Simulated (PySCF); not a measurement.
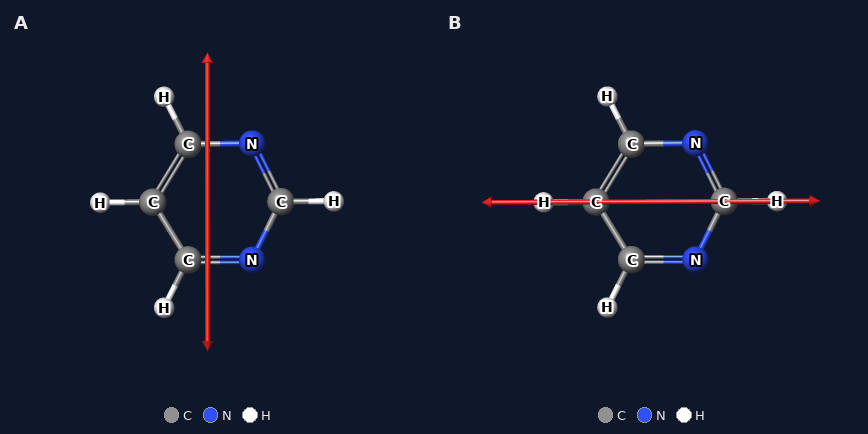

The double arrows show the directions of two transition dipoles from the ground state (lengths mean nothing). Computed geometry: PBE0-D3(BJ)/def2-SVP optimisation. No frequency run is at hand to confirm it as a minimum. Level of theory: TDDFT CAM-B3LYP/def2-SVPD, vertical, gas phase, core orbitals frozen in the response (PySCF 2.14.0).

One belongs to singlet state 6 and one to singlet state 9. Which is which?

A: state 9, 7.91 eV (157 nm), oscillator strength 0.48, mainly HOMO−3 → LUMO+1 (weight 0.71).
B: state 6, 6.75 eV (184 nm), oscillator strength 0.050, mainly HOMO−1 → LUMO+1 (weight 0.76).
